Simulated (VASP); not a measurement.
Band structure of Sn (space group I4_1/amd). Calculation: PBE GGA, VASP's PBE PAW potentials (set 64) (plane waves; VASP).

Unless said otherwise, spin-orbit coupling is left out, though it shifts the bands of the heavy elements here.

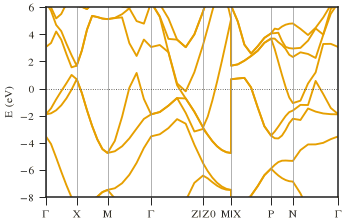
Bands along high-symmetry lines, zero at the valence-band maximum or, without a gap, the Fermi level

Problem. Read the plot: is there a gap, and where are the band edges?

Solution. It has no gap at this level: it comes out as a metal or semimetal.

The structure is a typed Sn crystal (I4_1/amd). The cell was not relaxed at this level. The k-mesh is coarse (spacing up to 0.32 per Å, 2π included), so the numbers may not be converged in it.
